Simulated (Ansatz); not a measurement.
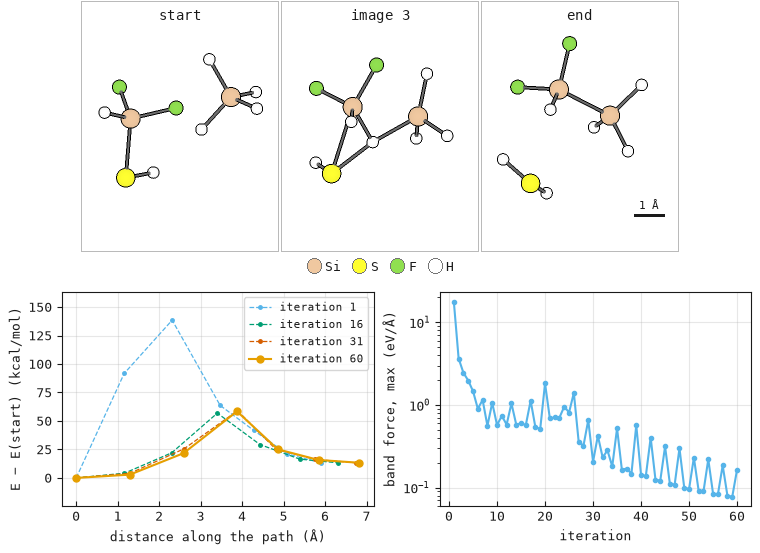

A search for the minimum-energy path of Si2H6SF2, made up at the start of SiH₂SF₂ and SiH₄ by the nudged elastic band. Images are numbered from 0 (start) to 6 (end). The plot follows the band through its iterations. The picture is a ball-and-stick view, seen at a tilt.

Computed with RKS PBE0-D4/def2-SVP in Ansatz 0.2.0. Run with 5 movable images; climbing image; force threshold 0.05 eV/Å; iteration limit 60; optimiser L-BFGS; starting path through a guess of the saddle point.

Question: Judge this run.

Answer: The result isn't final. The band hadn't converged when the run stopped after 60 iterations. The largest component of the band force went from 18 to 0.17 eV/Å. The barrier read from it is provisional, though the highest image hardly moved in the last two iterations. The first iteration put the highest image at 138.5 kcal/mol. The energy climbs by 58.4 kcal/mol to image 3 and then falls by 45.1 kcal/mol, so the end point sits at +13.3 kcal/mol.

Limits of the set-up: the start holds two separate molecules, 2.3 Å apart at their closest, whose relative position is a soft coordinate.

The run took 8.7 min on 2 threads of Intel(R) Xeon(R) 6975P-C (Granite Rapids) (shared host), peak memory 0.28 GiB.
